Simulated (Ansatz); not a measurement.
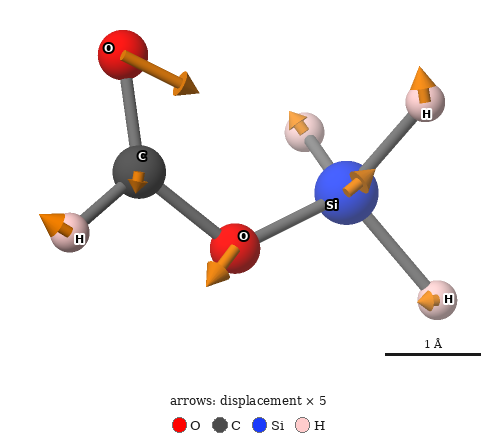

A relaxation of CH4O2Si (coarse preliminary run). The starting structure is drawn; orange arrows show the displacements, 5 times their true length. The two geometries are superimposed by the best rigid fit.

The picture is a ball-and-stick view, seen at a tilt.

The start comes from a force field.

Method: RKS PBE-D4/def2-SVP in Ansatz 0.2.0. Settings: force threshold 0.03 eV/Å; at most 200 steps.

Which element moves most?

Answer. Oxygen: up to 0.19 Å, against 0.09 Å for silicon.

Describe the change and its energy.

Answer. Over 7 geometry steps the energy falls by 15.5 kcal/mol. The largest force component goes from 6.4 to 0.022 eV/Å. The atom that moves furthest after the best rigid fit is an O atom (0.19 Å). By element the largest moves are O 0.19 Å, Si 0.09 Å, H 0.08 Å, C 0.05 Å. Near-neighbour distances that change, for instance: O–Si 1.557 → 1.744 Å, C–O 1.252 → 1.214 Å, C–O 1.380 → 1.345 Å, H–Si 1.529 → 1.496 Å. Among the angles between lasting bonds that change: O–Si–H 109.1° → 102.3°, H–Si–H 104.9° → 110.8°, C–O–Si 121.4° → 116.1°.
